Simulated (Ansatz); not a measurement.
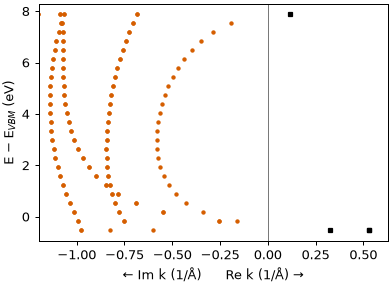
Fig. 1. Complex bands at the centre of the two-dimensional zone; r2SCAN (Ansatz, a quantum-chemistry and plane-wave program)

The gap is the functional's own. No spin-orbit coupling. Mid-gap values are those at the computed energy nearest the middle.

Problem. This is CaF$_{2}$ (Fm-3m, fluorite, 3 atoms a cell, 14.0 Å³ an atom, -3 GPa at this level) along the normal of (111). Read off the slowest decay at the centre of the two-dimensional zone at 4.03 eV, the computed energy nearest the middle of the gap.

Solution. κ ≈ 0.57 1/Å, a decay length 1/(2κ) of the density of 0.88 Å.
